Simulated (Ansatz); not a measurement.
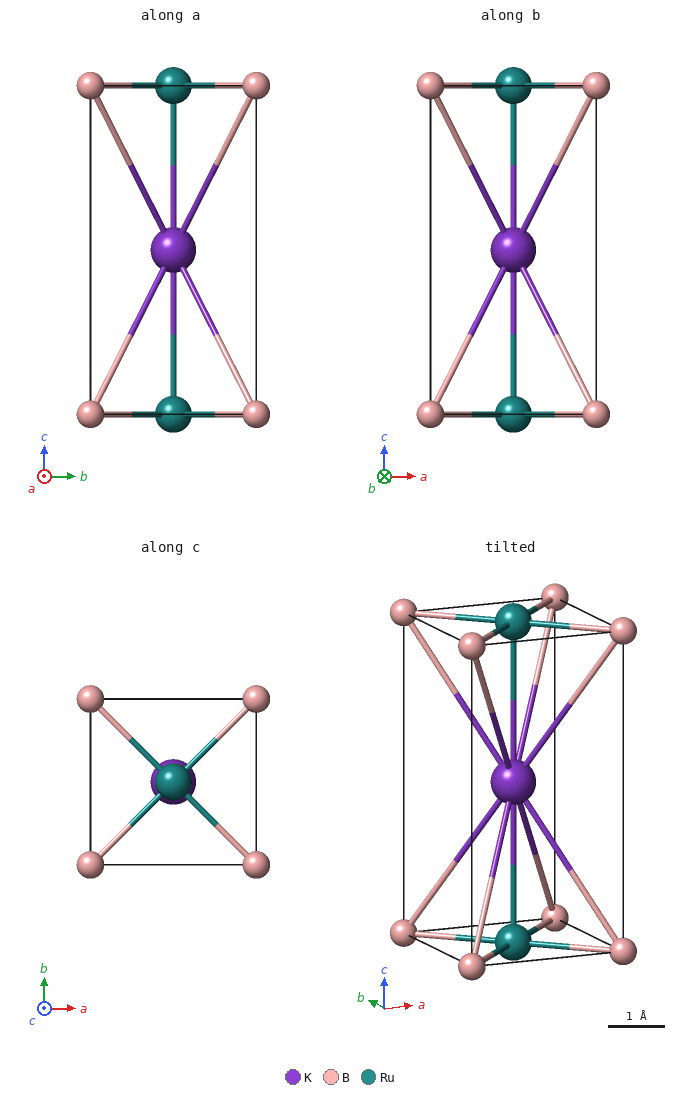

Crystal structure, ball-and-stick style, seen along the a axis, along the b axis, along the c axis and slightly off an axis. The conventional unit cell is outlined; an atom on or near a face, edge or corner is repeated at each equivalent position.

Lattice parameters: a = 3.008 Å, b = 3.008 Å, c = 5.961 Å, α = 90.00°, β = 90.00°, γ = 90.00°. Put a along x and b in the xy plane.

Reconstruct the structure as a POSCAR file.

Answer.
```
K B Ru
1.0
     3.008    0.000    0.000
     0.000    3.008    0.000
     0.000    0.000    5.961
K B Ru
1 1 1
Direct
  0.5000 0.5000 0.5000
  0.0000 0.0000 0.0000
  0.5000 0.5000 0.0000
```

The model was built from a random cell made by a generator, so it need not be a real form of the compound. Atoms and cell were optimised with DFT PBE, scalar-relativistic, plane waves, PAW (Ansatz).
